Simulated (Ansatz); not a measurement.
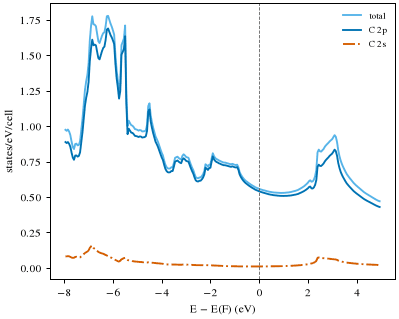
Figure: Total and projected density of states of C in space group I4_1/amd (No. 141; C on 8e), PBE in the plane-wave PAW code Ansatz

Problem. Which orbitals carry the states next to the Fermi level?

Solution. Within 0.5 eV of the Fermi level: C 2p 97 %. Projections are on Löwdin-orthogonalised atomic valence shells; empty p or d shells of many metals are not among them.

Problem. Where is the tallest occupied peak in this window, and what makes it?

Solution. Near -6.2 eV, about 1.8 states/eV per cell; the largest projected share is C 2p.

The start of the workflow was typed in or built on a structure type; the Crystallography Open Database files this formula in space group No. 141, but the cells were not matched. It is not the phase usual at ambient conditions (space group No. 194, 227). The cell was relaxed with PBE under the symmetry of its start; its stability against distortions is not shown here.

Potentials: the later of the program's two PAW sets.
